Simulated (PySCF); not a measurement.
```xyz
23

C    -3.3963   -1.1328    0.3993
B    -2.3448   -0.1067   -0.2068
C    -2.7174    0.7721   -1.4802
N    -1.1061    0.0182    0.4032
C     0.0026    0.8822    0.0467
C     1.2542    0.0895   -0.1670
C     2.4094    0.3235    0.4545
C     3.6014   -0.4606    0.2465
C     4.7503   -0.1968    0.8571
F     5.8473   -0.9444    0.6548
H    -2.9867   -1.7610    1.1882
H    -3.7981   -1.7903   -0.3692
H    -4.2476   -0.5991    0.8194
H    -3.7426    0.6136   -1.8041
H    -2.0743    0.5387   -2.3279
H    -2.6037    1.8370   -1.2837
H    -0.8910   -0.5432    1.2158
H    -0.2591    1.4038   -0.8774
H     0.1673    1.6324    0.8315
H     1.1648   -0.7348   -0.8621
H     2.4919    1.1454    1.1544
H     3.5428   -1.2961   -0.4364
H     4.9308    0.6094    1.5534
```

Geometry: GFN2-xTB.

The calculation used PBE0/pcSseg-1, SCF density, gas phase, non-relativistic in PySCF.

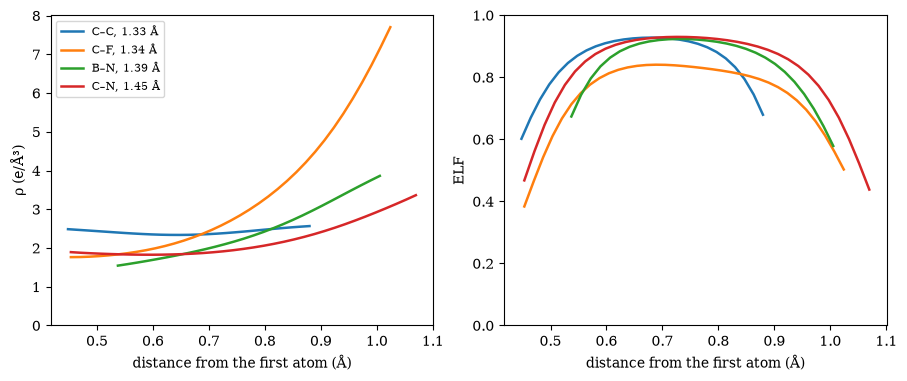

C₇H₁₃BFN (SMILES CB(C)NC/C=C/C=C/F). Electron density and ELF along straight lines between neighbouring atoms. The curves leave out the atomic cores.

> What can be read from the curves?

C–C (1.33 Å): ρ is about 2.3 e/Å³ halfway; the ELF peaks at about 0.95 between the atoms; a multiple bond.
C–F (1.34 Å): ρ at the midpoint is about 2.3 e/Å³; the ELF peaks at about 0.85 between the atoms, as expected for a shared but strongly polarised pair.
B–N (1.39 Å): ρ is about 2 e/Å³ halfway; the ELF peaks at about 0.90 between the atoms, as expected for a short, strongly polar bond.
C–N (1.45 Å): ρ at the midpoint is about 1.9 e/Å³; the ELF peaks at about 0.95 between the atoms (a covalent bond).
